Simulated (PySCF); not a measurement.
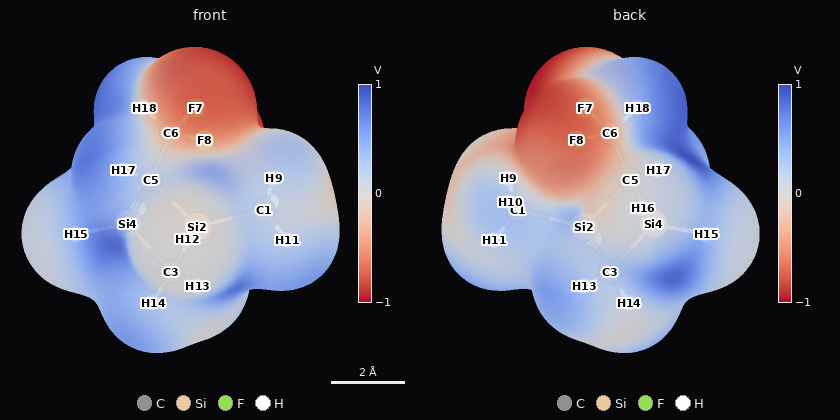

Figure 1: C$_{4}$H$_{10}$F$_{2}$Si$_{2}$. The electrostatic potential painted on the density surface at 0.001 e/bohr³, seen from the front and from behind; the colour scale runs from red (negative) to blue (positive).

Geometry: GFN2-xTB.

Computed with PBE0/pcSseg-1, SCF density, gas phase, non-relativistic (PySCF).

The calculation's input:

```
{"job": {"kind": "nmr", "xc": "PBE0", "basis": "pcSseg-1"}, "charge": 0, "multiplicity": 1}
C      1.941792     0.985050    -0.645393
Si     0.881236     0.276839     0.750231
C      0.712676    -1.642101     0.746654
Si    -1.159368    -1.583802     0.351295
C     -1.033823     0.337155     0.454220
C     -1.496613     1.069392    -0.764182
F     -1.129091     2.386457    -0.741130
F     -0.936049     0.569991    -1.902029
H      1.783484     2.054500    -0.744474
H      1.695448     0.526600    -1.598390
H      2.997600     0.818891    -0.454708
H      1.231427     0.859416     2.053187
H      1.316898    -2.151709     0.001120
H      0.946809    -2.107475     1.699891
H     -2.053400    -2.133417     1.372828
H     -1.540979    -2.072053    -0.971599
H     -1.577901     0.761721     1.296918
H     -2.588906     1.050861    -0.916096
```

Launched as:

```sh
OMP_NUM_THREADS=1 python probes_run.py task.json out
```

Q: Describe the electrostatic potential map.

A: The most negative region (about −0.9 V) lies over F7 and F8, the most positive (about +0.9 V) over Si2, Si4 and H18.
